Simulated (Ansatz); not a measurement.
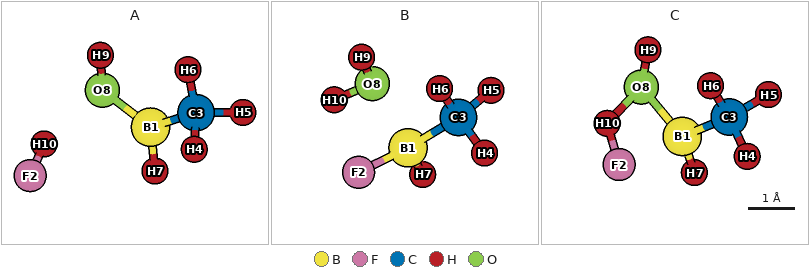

3 geometries from a converged minimum-energy path of CH6BFO, shuffled. Style: ball-and-stick. Shown at a tilt.

The calculation used RKS PBE0-D4/6-31G* in Ansatz 0.2.0. Settings: 5 movable images; climbing image; force threshold 0.05 eV/Å; iteration limit 60; starting path through a guess of the saddle point.

### Which frame is the top of the path?

C. In order along the path, whose images run from 0 to 6: B (image 0, 0.0 kcal/mol), C (image 3, +18.6 kcal/mol), A (image 6, +9.0 kcal/mol). Breaking: B1–F2 (1.38 → 1.69 at the top → 2.93 Å), O8–H10 (0.97 → 1.31 at the top → 1.80 Å). Forming: B1–O8 (1.79 → 1.51 at the top → 1.37 Å), F2–H10 (2.42 → 1.10 at the top → 0.94 Å).
